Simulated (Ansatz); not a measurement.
WSi2, pressure series

Base system: WSi2 (space group I4/mmm, No. 139; a = 3.2292 Å, c = 7.8672 Å).

Cell and atoms are relaxed at each pressure.

Method: PBE (Ansatz, a first-principles code), no spin-orbit coupling.

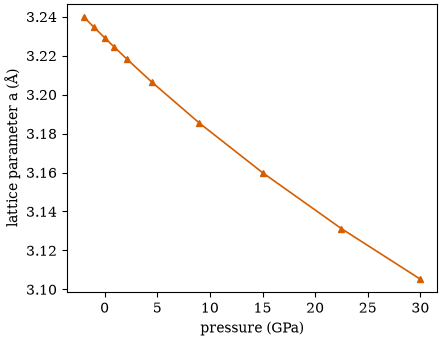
Figure. Lattice parameter a against pressure

Problem. From the plot, what is the lattice parameter a for pressure 22.5 GPa?

Solution. About 3.13 Å.

Problem. Is the trend monotonic over the range shown?

Solution. Yes, it falls throughout, spanning 3.105 Å to 3.240 Å.

Load acts through the strain it causes; cell and atoms are relaxed under it. No phonon test of stability was made. No other phases were tried under pressure. The final runs are not spin-polarised.
